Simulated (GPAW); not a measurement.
# Screening of a field by NbSi2P4 monolayer

How does NbSi2P4 monolayer screen a perpendicular field?

Program: GPAW 26.7.0. Level of theory: GPAW, PAW setups; layer in a repeated cell with vacuum, relaxation of atoms and in-plane cell, in the first sound run; inputs show where later runs differ. Results are calculated unless marked as measured.

## Step 1: Starting point

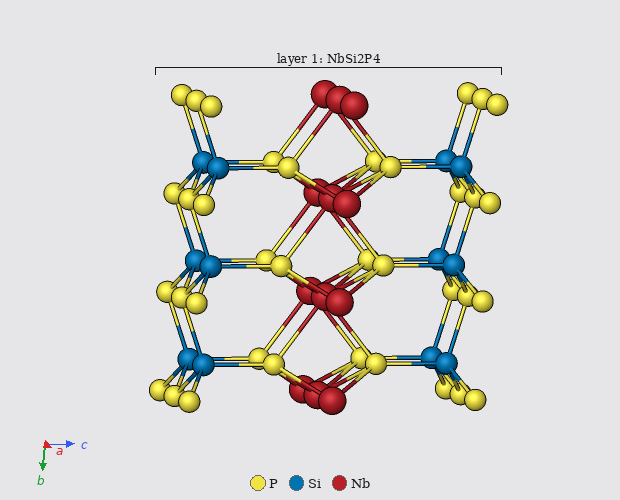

Start, viewed from the side, with the c axis across the page; phosphorus yellow, silicon blue, niobium red. 2×3×1 cells are drawn. Bonds to atoms that aren't drawn are left out. Some periodic images of atoms are drawn too.

The cell holds 7 atoms: 4 P, 2 Si and 1 Nb. Cell: a = 3.480 Å, b = 3.480 Å, c = 26.571 Å, α = 90.0°, β = 90.0°, γ = 120.0°. Vacuum lies along c.

## Step 2: Relaxing the atoms

The atoms are relaxed first, since the surface dipole, and with it the work function, follows the positions of the outer layers.

run.py reads:

```python
import json
import numpy as np
from ase import Atoms
from ase.filters import FrechetCellFilter
from ase.optimize import BFGS
from gpaw import GPAW, PW

slab = Atoms(
    ['P', 'Si', 'P', 'Nb', 'P', 'Si', 'P'],
    positions=[
        [0.00000, 0.00000, 9.00000],
        [-0.00000, 2.00918, 9.64444],
        [-0.00000, 2.00918, 11.75444],
        [0.00000, 0.00000, 13.28541],
        [-0.00000, 2.00918, 14.81638],
        [-0.00000, 2.00918, 16.92638],
        [0.00000, 0.00000, 17.57082]],
    cell=[[3.48, 0.0, 0.0], [-1.74, 3.01377, 0.0], [0.0, 0.0, 26.5708]],
    pbc=[True, True, True],
    magmoms=[0.0, 0.0, 0.0, 1.0, 0.0, 0.0, 0.0])

slab.calc = GPAW(mode=PW(600), xc='PBE', kpts={'size': (9, 9, 1), 'gamma': True},
                 occupations={'name': 'fermi-dirac', 'width': 0.05}, nbands='200%',
                 convergence={'density': 1e-05}, maxiter=200,
                 symmetry={'tolerance': 1e-3}, txt='slab.txt')
result = {}
# The in-plane cell is free; stress needs a cell that repeats along all three vectors
path = []
opt = BFGS(FrechetCellFilter(slab, mask=[1, 1, 0, 0, 0, 1]), maxstep=0.2)
opt.attach(lambda: path.append((slab.get_potential_energy(), slab.positions.tolist(), slab.get_forces().tolist())))
result['relaxed'] = bool(opt.run(fmax=0.02, steps=45))
result['path'] = path
result['cell'] = slab.cell.tolist()
print('in-plane lattice', slab.cell.cellpar().round(4)[[0, 1, 5]])
energy = slab.get_potential_energy()
fermi = slab.calc.get_fermi_level()
v = slab.calc.get_electrostatic_potential().mean((0, 1)) - fermi
n = slab.calc.get_pseudo_density().mean((0, 1))
L = slab.cell[2, 2]
z = np.arange(len(v)) * L / len(v)
low, high = slab.positions[:, 2].min(), slab.positions[:, 2].max()
below, above = np.interp([low - 6.8, high + 6.8], z, v)
slopes = [np.interp(x, z, np.gradient(v, z)) for x in (low - 6.8, high + 6.8)]
eps = np.array([[slab.calc.get_eigenvalues(k, s) for k in range(len(slab.calc.get_ibz_k_points()))]
                for s in range(slab.calc.get_number_of_spins())]) - fermi
top, bottom = eps[eps < 0].max(), eps[eps > 0].min()
dipole = slab.get_dipole_moment()[2]
print(f'energy {energy:.4f} eV, Fermi level {fermi:.4f} eV, dipole {dipole:.5f} e A')
print(f'potential 6.8 A off the faces, from the Fermi level: lower {below:.4f} eV, upper {above:.4f} eV')
print(f'slope of the potential there: lower {slopes[0]:.5f}, upper {slopes[1]:.5f} eV/A')
print(f'nearest levels on the mesh: {top:.4f} and {bottom:.4f} eV')
print('magnetic moment', round(slab.get_magnetic_moment(), 3))
result.update(energy=energy, fermi=fermi, dipole=dipole, below=below, above=above, slopes=slopes, edges=[top, bottom],
              z=z.tolist(), v=v.tolist(), n=n.tolist(), positions=slab.positions.tolist(),
              forces=slab.get_forces(apply_constraint=False).tolist(), moments=slab.get_magnetic_moments().tolist())
json.dump(result, open('result.json', 'w'))
```

The run is started by

```sh
OMP_NUM_THREADS=1 OPENBLAS_NUM_THREADS=1 python run.py
```

The log of the run:

```text
Step          Energy          fmax
BFGS:    0      -42.959228        3.701758
BFGS:    1      -43.583723        3.160240
BFGS:    2      -44.639012        0.695050
BFGS:    3      -44.670490        0.700133
BFGS:    4      -44.851558        0.305180
BFGS:    5      -44.864491        0.258396
BFGS:    6      -44.868610        0.264874
BFGS:    7      -44.875286        0.245055
BFGS:    8      -44.886493        0.216108
BFGS:    9      -44.897563        0.187191
BFGS:   10      -44.902491        0.077343
BFGS:   11      -44.903205        0.011453
in-plane lattice [  3.5298   3.5298 120.    ]
energy -44.8903 eV, Fermi level -0.0086 eV, dipole 0.00038 e A
potential 6.8 A off the faces, from the Fermi level: lower 5.4709 eV, upper 5.4701 eV
slope of the potential there: lower 0.00027, upper 0.00020 eV/A
nearest levels on the mesh: -0.0790 and 0.0009 eV
magnetic moment -0.0
```

The job ended after 37 min (1 thread of Intel Xeon Platinum 8559C (Emerald Rapids), shared host; peak memory 0.74 GiB).

Numbers from this step:

| Item | Value |
| --- | --- |
| dipole along the normal | 3.78e-4 e·Å |
| levels nearest the Fermi level on the mesh | -0.07900, 9.45e-4 eV from the Fermi level |
| sum of the site moments | 0 μB |

The electrostatic potential energy of an electron (without an applied field's), less the Fermi level, planar mean oscillates, so the rows of the table below give means over windows of 1.66 Å about each position, cut where the curve ends. Its maxima inside the range that stand out by 2 % of the span (Å: eV): 9.1: -10.9, 10.7: 2.05, 12.5: -5.45, 14.1: -5.45, 15.9: 2.05, 17.5: -10.9. Its minima: 8.6: -14.1, 9.5: -12.4, 11.8: -11.9, 13.3: -17.6, 14.8: -11.9, 17.1: -12.4, 18.0: -14.1.

Electrostatic potential energy of an electron (without an applied field's), less the Fermi level, planar mean against z; means over each step:

| z (Å) | electrostatic potential energy of an electron (without an applied field's), less the Fermi level, planar mean (eV) |
| --- | --- |
| 0.83 | 5.47 |
| 2.49 | 5.47 |
| 4.15 | 5.47 |
| 5.81 | 5.44 |
| 7.47 | 1.42 |
| 9.13 | -11.5 |
| 10.79 | -1.45 |
| 12.45 | -10.2 |
| 14.11 | -10.2 |
| 15.77 | -1.45 |
| 17.43 | -11.5 |
| 19.09 | 1.31 |
| 20.75 | 5.43 |
| 22.41 | 5.47 |
| 24.07 | 5.47 |
| 25.73 | 5.47 |

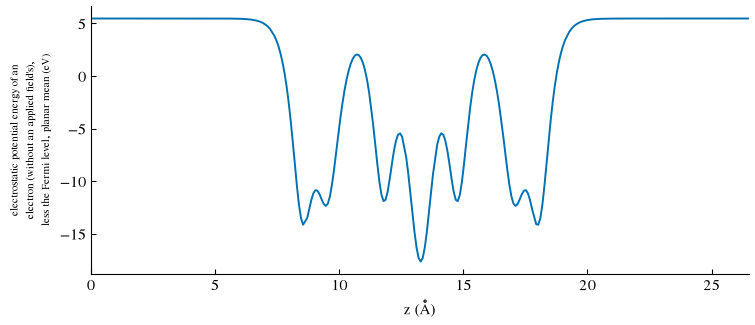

Electrostatic potential energy of an electron (without an applied field's), less the Fermi level, planar mean against z.

The pseudo valence density, planar mean oscillates, so the rows of the table below give means over windows of 2.5 Å about each position, cut where the curve ends. Its maxima inside the range that stand out by 2 % of the span (Å: e/Å³): 9.0: 0.415, 13.3: 1.13, 17.6: 0.415. Its minima: 10.5: 0.146, 16.1: 0.146.

The pseudo valence density, planar mean by z; means over each step:

| z (Å) | pseudo valence density, planar mean (e/Å³) |
| --- | --- |
| 2.5 | 0 |
| 5.0 | 3.9e-4 |
| 7.5 | 0.136 |
| 10.0 | 0.237 |
| 12.5 | 0.553 |
| 15.0 | 0.284 |
| 17.5 | 0.277 |
| 20.0 | 0.0323 |
| 22.5 | 2.5e-5 |

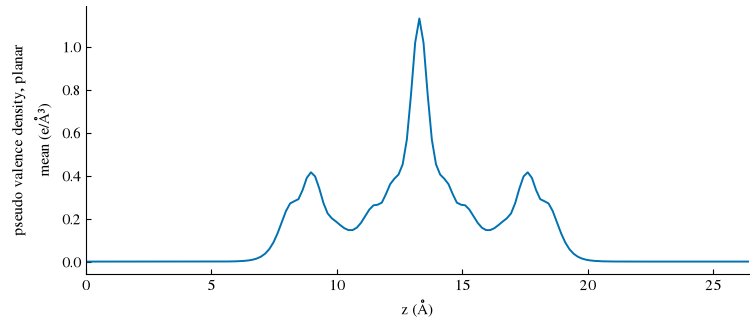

Pseudo valence density, planar mean against z.

The relaxation lowered the energy of the cell by 1.94 eV (energies extrapolated to zero smearing; the optimiser's log prints free energies). The largest force left on a free atom is 0.011 eV/Å.

## Step 3: Plane waves, PBE

With the geometry fixed, the planar mean of the potential gives the vacuum level on each side.

This step: GPAW, PAW setups; slab in vacuum (GPAW 26.7.0).

The cell differs from the one that the last finished run ended in (c 26.571 → 27.517 Å).

run.py reads:

```python
import json
import numpy as np
from ase import Atoms
from gpaw import GPAW, PW

slab = Atoms(
    ['P', 'Si', 'P', 'Nb', 'P', 'Si', 'P'],
    positions=[
        [0.00000, -0.00000, 9.00000],
        [0.00000, 2.03793, 10.00908],
        [0.00000, 2.03793, 12.27409],
        [0.00000, -0.00000, 13.75855],
        [-0.00000, 2.03793, 15.24301],
        [0.00000, 2.03793, 17.50803],
        [-0.00000, -0.00000, 18.51711]],
    cell=[[3.52979, -0.0, 0.0], [-1.7649, 3.05689, 0.0], [0.0, 0.0, 27.5171]],
    pbc=[True, True, False],
    magmoms=[0.0, 0.0, 0.0, 1.0, 0.0, 0.0, 0.0])

slab.calc = GPAW(mode=PW(400), xc='PBE', kpts={'size': (9, 9, 1), 'gamma': True},
                 occupations={'name': 'fermi-dirac', 'width': 0.05}, nbands='200%',
                 convergence={'density': 1e-05}, maxiter=200,
                 poissonsolver={'dipolelayer': 'xy'},
                 symmetry={'tolerance': 1e-3}, txt='slab.txt')
result = {}
energy = slab.get_potential_energy()
fermi = slab.calc.get_fermi_level()
v = slab.calc.get_electrostatic_potential().mean((0, 1)) - fermi
n = slab.calc.get_pseudo_density().mean((0, 1))
L = slab.cell[2, 2]
z = np.arange(len(v)) * L / len(v)
low, high = slab.positions[:, 2].min(), slab.positions[:, 2].max()
below, above = np.interp([low - 6.8, high + 6.8], z, v)
slopes = [np.interp(x, z, np.gradient(v, z)) for x in (low - 6.8, high + 6.8)]
eps = np.array([[slab.calc.get_eigenvalues(k, s) for k in range(len(slab.calc.get_ibz_k_points()))]
                for s in range(slab.calc.get_number_of_spins())]) - fermi
top, bottom = eps[eps < 0].max(), eps[eps > 0].min()
dipole = slab.get_dipole_moment()[2]
print(f'energy {energy:.4f} eV, Fermi level {fermi:.4f} eV, dipole {dipole:.5f} e A')
print(f'potential 6.8 A off the faces, from the Fermi level: lower {below:.4f} eV, upper {above:.4f} eV')
print(f'slope of the potential there: lower {slopes[0]:.5f}, upper {slopes[1]:.5f} eV/A')
print(f'nearest levels on the mesh: {top:.4f} and {bottom:.4f} eV')
print('magnetic moment', round(slab.get_magnetic_moment(), 3))
result.update(energy=energy, fermi=fermi, dipole=dipole, below=below, above=above, slopes=slopes, edges=[top, bottom],
              z=z.tolist(), v=v.tolist(), n=n.tolist(), positions=slab.positions.tolist(),
              forces=slab.get_forces(apply_constraint=False).tolist(), moments=slab.get_magnetic_moments().tolist())
json.dump(result, open('result.json', 'w'))
```

The log of the run:

```text
energy -44.8709 eV, Fermi level -0.1965 eV, dipole 0.00009 e A
potential 6.8 A off the faces, from the Fermi level: lower 5.4716 eV, upper 5.4699 eV
slope of the potential there: lower 0.00004, upper -0.00004 eV/A
nearest levels on the mesh: -0.0789 and 0.0008 eV
magnetic moment 0.0
```

Run time: 2.5 min. Hardware: 1 thread; peak memory 0.35 GiB.

This step gave:

* dipole along the normal: 9.16e-5 e·Å
* levels nearest the Fermi level on the mesh: -0.07894, 8.49e-4 eV from the Fermi level
* upper work function: 5.470 eV
* lower work function: 5.472 eV

The electrostatic potential energy of an electron (without an applied field's), less the Fermi level, planar mean oscillates, so the rows of the table below give means over windows of 1.72 Å about each position, cut where the curve ends. Its maxima inside the range that stand out by 2 % of the span (Å: eV): 9.6: -10.8, 11.2: 2.04, 12.9: -5.45, 14.6: -5.45, 16.3: 2.04, 18.0: -10.8. Its minima: 9.0: -14.2, 9.9: -12.3, 12.3: -11.9, 13.8: -17.6, 15.3: -11.9, 17.6: -12.3, 18.5: -14.2.

The electrostatic potential energy of an electron (without an applied field's), less the Fermi level, planar mean by z; means over each step:

| z (Å) | electrostatic potential energy of an electron (without an applied field's), less the Fermi level, planar mean (eV) |
| --- | --- |
| 0.86 | 5.47 |
| 2.58 | 5.47 |
| 4.30 | 5.47 |
| 6.02 | 5.45 |
| 7.74 | 2.91 |
| 9.46 | -11.5 |
| 11.18 | -1.53 |
| 12.90 | -10.2 |
| 14.62 | -10.2 |
| 16.34 | -1.53 |
| 18.06 | -11.5 |
| 19.78 | 2.93 |
| 21.50 | 5.45 |
| 23.22 | 5.47 |
| 24.94 | 5.47 |
| 26.66 | 5.47 |

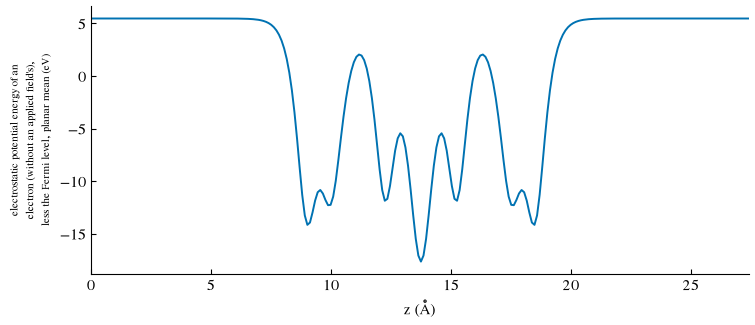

Electrostatic potential energy of an electron (without an applied field's), less the Fermi level, planar mean, plotted against z.

The pseudo valence density, planar mean oscillates, so the rows of the table below give means over windows of 2.5 Å about each position, cut where the curve ends. Its maxima inside the range that stand out by 2 % of the span (Å: e/Å³): 9.5: 0.415, 13.8: 1.13, 18.1: 0.415. Its minima: 11.0: 0.146, 16.6: 0.146.

The pseudo valence density, planar mean by z; means over each step:

| z (Å) | pseudo valence density, planar mean (e/Å³) |
| --- | --- |
| 5.0 | 9.8e-5 |
| 7.5 | 0.0770 |
| 10.0 | 0.260 |
| 12.5 | 0.419 |
| 15.0 | 0.425 |
| 17.5 | 0.259 |
| 20.0 | 0.0789 |
| 22.5 | 1.0e-4 |

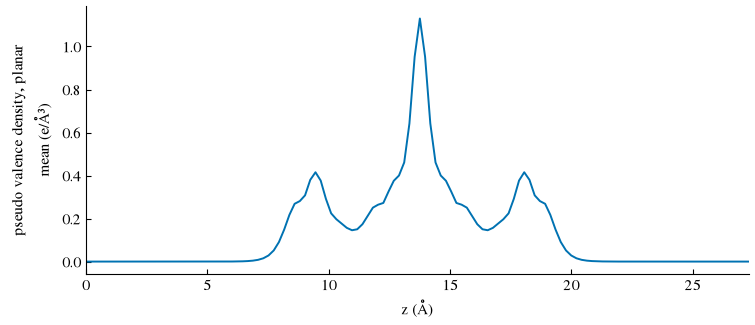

Pseudo valence density, planar mean, plotted against z.

The potential is flat to 4.3e-5 eV/Å where it is read, so the vacuum is wide enough.

## Step 4: Field on

A uniform field along the normal polarises the slab; the atoms stay fixed, so this is the electronic response alone.

run.py, as its differences from that of step 3:

```diff
@@ -4,2 +4,3 @@
 from gpaw import GPAW, PW
+from gpaw.external import ConstantElectricField
 
@@ -23,2 +24,3 @@
                  poissonsolver={'dipolelayer': 'xy'},
+                 external=ConstantElectricField(-0.2, [0, 0, 1]),
                  symmetry={'tolerance': 1e-3}, txt='slab.txt')
```

The log of the run:

```text
energy -44.8846 eV, Fermi level -0.1977 eV, dipole -0.13721 e A
potential 6.8 A off the faces, from the Fermi level: lower 4.3228 eV, upper 6.6237 eV
slope of the potential there: lower 0.00004, upper -0.00004 eV/A
nearest levels on the mesh: -0.0791 and 0.0008 eV
magnetic moment -0.0
```

Run time: 8.7 min. Hardware: 1 thread; peak memory 0.63 GiB.

Numbers from this step:

| Quantity | Value |
| --- | --- |
| dipole along the normal | -0.1372 e·Å |
| levels nearest the Fermi level on the mesh | -0.07906, 8.08e-4 eV from the Fermi level |
| potential below the slab, the applied field's own ramp left out | 4.323 eV from the Fermi level |
| potential above the slab, the applied field's own ramp left out | 6.624 eV from the Fermi level |

The electrostatic potential energy of an electron (without an applied field's), less the Fermi level, planar mean oscillates, so the rows of the table below give means over windows of 1.72 Å about each position, cut where the curve ends. Its maxima inside the range that stand out by 2 % of the span (Å: eV): 9.6: -11.6, 11.2: 1.54, 12.9: -5.61, 14.6: -5.28, 16.3: 2.54, 18.0: -10.0, 23.5: 6.62. Its minima: 9.0: -15.1, 9.9: -13.0, 12.3: -12.2, 13.8: -17.6, 15.3: -11.6, 17.6: -11.6, 18.5: -13.3.

Electrostatic potential energy of an electron (without an applied field's), less the Fermi level, planar mean against z; means over each step:

| z (Å) | electrostatic potential energy of an electron (without an applied field's), less the Fermi level, planar mean (eV) |
| --- | --- |
| 0.86 | 4.45 |
| 2.58 | 4.32 |
| 4.30 | 4.32 |
| 6.02 | 4.31 |
| 7.74 | 1.82 |
| 9.46 | -12.3 |
| 11.18 | -2.02 |
| 12.90 | -10.4 |
| 14.62 | -10.0 |
| 16.34 | -1.03 |
| 18.06 | -10.7 |
| 19.78 | 4.02 |
| 21.50 | 6.60 |
| 23.22 | 6.62 |
| 24.94 | 6.62 |
| 26.66 | 6.55 |

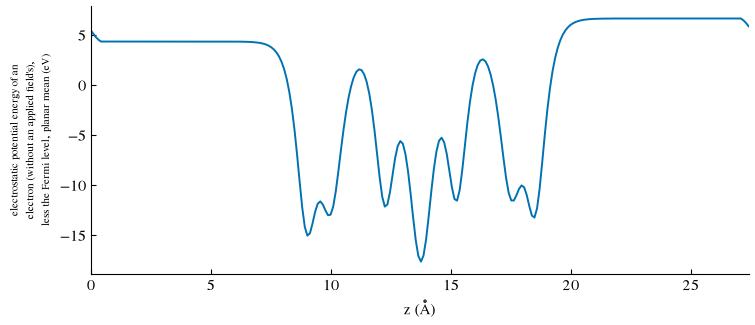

Electrostatic potential energy of an electron (without an applied field's), less the Fermi level, planar mean, plotted against z.

The dipole is now -0.137 e Å, against 9.2e-5 in the run without a field.

## Step 5: Field on

run.py, as its differences from that of step 4:

```diff
@@ -24,3 +24,3 @@
                  poissonsolver={'dipolelayer': 'xy'},
-                 external=ConstantElectricField(-0.2, [0, 0, 1]),
+                 external=ConstantElectricField(-0.1, [0, 0, 1]),
                  symmetry={'tolerance': 1e-3}, txt='slab.txt')
```

The log of the run:

```text
energy -44.8744 eV, Fermi level -0.1968 eV, dipole -0.06860 e A
potential 6.8 A off the faces, from the Fermi level: lower 4.8961 eV, upper 6.0466 eV
slope of the potential there: lower 0.00004, upper -0.00004 eV/A
nearest levels on the mesh: -0.0790 and 0.0009 eV
magnetic moment -0.0
```

It took 9.7 min on 1 thread; peak memory 0.63 GiB.

Numbers from this step:

```
dipole along the normal                                         : -0.06860 e·Å
levels nearest the Fermi level on the mesh                      : -0.07903, 8.84e-4 eV from the Fermi level
potential below the slab, the applied field's own ramp left out : 4.896 eV from the Fermi level
potential above the slab, the applied field's own ramp left out : 6.047 eV from the Fermi level
```

The electrostatic potential energy of an electron (without an applied field's), less the Fermi level, planar mean oscillates, so the rows of the table below give means over windows of 1.72 Å about each position, cut where the curve ends. Its maxima inside the range that stand out by 2 % of the span (Å: eV): 9.6: -11.2, 11.2: 1.79, 12.9: -5.53, 14.6: -5.36, 16.3: 2.29, 18.0: -10.4. Its minima: 9.0: -14.6, 9.9: -12.7, 12.3: -12.0, 13.8: -17.6, 15.3: -11.7, 17.6: -11.9, 18.5: -13.7.

Table of electrostatic potential energy of an electron (without an applied field's), less the Fermi level, planar mean by z; means over each step:

| z (Å) | electrostatic potential energy of an electron (without an applied field's), less the Fermi level, planar mean (eV) |
| --- | --- |
| 0.86 | 4.96 |
| 2.58 | 4.90 |
| 4.30 | 4.90 |
| 6.02 | 4.88 |
| 7.74 | 2.37 |
| 9.46 | -11.9 |
| 11.18 | -1.78 |
| 12.90 | -10.3 |
| 14.62 | -10.1 |
| 16.34 | -1.28 |
| 18.06 | -11.1 |
| 19.78 | 3.47 |
| 21.50 | 6.03 |
| 23.22 | 6.05 |
| 24.94 | 6.05 |
| 26.66 | 6.01 |

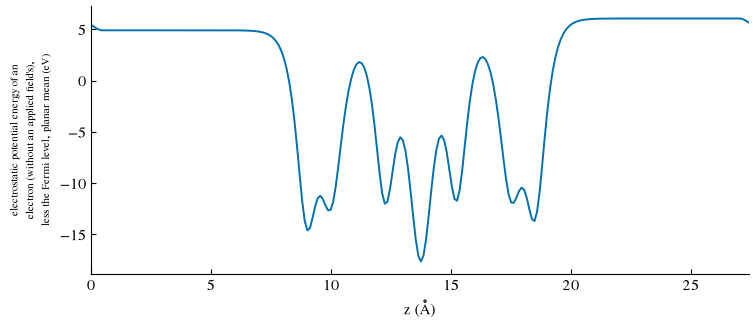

Electrostatic potential energy of an electron (without an applied field's), less the Fermi level, planar mean, plotted against z.

The dipole is now -0.0686 e Å, against 9.2e-5 in the run without a field.

## Step 6: Field on

run.py, as its differences from that of step 5:

```diff
@@ -24,3 +24,3 @@
                  poissonsolver={'dipolelayer': 'xy'},
-                 external=ConstantElectricField(-0.1, [0, 0, 1]),
+                 external=ConstantElectricField(-0.05, [0, 0, 1]),
                  symmetry={'tolerance': 1e-3}, txt='slab.txt')
```

The log of the run:

```text
energy -44.8718 eV, Fermi level -0.1965 eV, dipole -0.03430 e A
potential 6.8 A off the faces, from the Fermi level: lower 5.1833 eV, upper 5.7585 eV
slope of the potential there: lower 0.00004, upper -0.00004 eV/A
nearest levels on the mesh: -0.0790 and 0.0009 eV
magnetic moment -0.0
```

It took 11 min on 1 thread; peak memory 0.63 GiB.

The electrostatic potential energy of an electron (without an applied field's), less the Fermi level, planar mean oscillates, so the rows of the table below give means over windows of 1.72 Å about each position, cut where the curve ends. Its maxima inside the range that stand out by 2 % of the span (Å: eV): 9.6: -11.0, 11.2: 1.92, 12.9: -5.49, 14.6: -5.41, 16.3: 2.17, 18.0: -10.6. Its minima: 9.0: -14.4, 9.9: -12.5, 12.3: -11.9, 13.8: -17.6, 15.3: -11.8, 17.6: -12.1, 18.5: -13.9.

The electrostatic potential energy of an electron (without an applied field's), less the Fermi level, planar mean by z; means over each step:

| z (Å) | electrostatic potential energy of an electron (without an applied field's), less the Fermi level, planar mean (eV) |
| --- | --- |
| 0.86 | 5.21 |
| 2.58 | 5.18 |
| 4.30 | 5.18 |
| 6.02 | 5.17 |
| 7.74 | 2.64 |
| 9.46 | -11.7 |
| 11.18 | -1.65 |
| 12.90 | -10.2 |
| 14.62 | -10.1 |
| 16.34 | -1.40 |
| 18.06 | -11.3 |
| 19.78 | 3.20 |
| 21.50 | 5.74 |
| 23.22 | 5.76 |
| 24.94 | 5.76 |
| 26.66 | 5.74 |

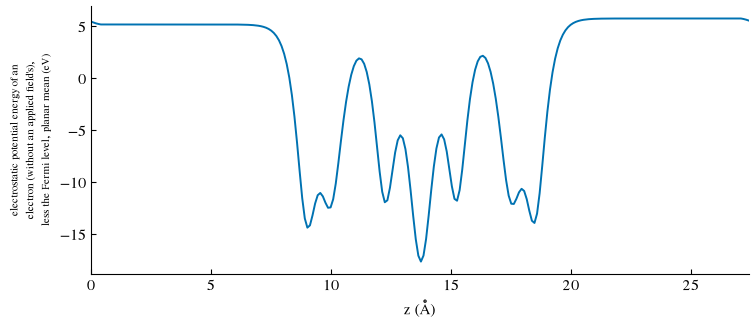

Electrostatic potential energy of an electron (without an applied field's), less the Fermi level, planar mean against z.

(Continued in part 2 of 2.)

[Logs are printed without paths, hosts, clocks, repeated set-up lines and the standing remarks that a program may print on its own settings, such as how far it seeks lower states.]

[Hosts, paths, dates, database ids (printed as entryN), source tags and the programs' standing remarks are cut or masked in the printed files.]
